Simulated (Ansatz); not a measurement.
Start from PbTe in the rock salt structure (space group Fm-3m, No. 225; a = 6.4424 Å).

It is then changed as follows: cell and atoms relaxed at a pressure of 5 GPa.

All numbers come from Kohn–Sham DFT with the PBEsol functional, run in Ansatz (a first-principles code) with PAW and 420 eV plane waves, scalar-relativistic without spin-orbit coupling, earlier PAW set.

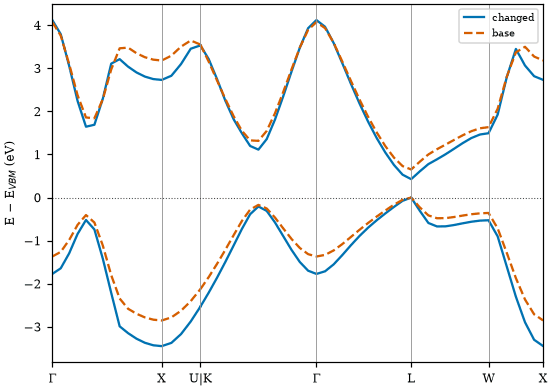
Figure. Highest valence and lowest conduction band along the path, each from its own valence-band maximum

Task: From the figure, how large is the changed gap, and is it direct?

Result: About 0.4 eV, direct at L.

With Pb and Te present, leaving out spin-orbit coupling can change the band edges. Load acts through the strain it causes; cell and atoms are relaxed under it. Whether these cells are dynamically stable was not tested. Competing high-pressure phases were not computed.
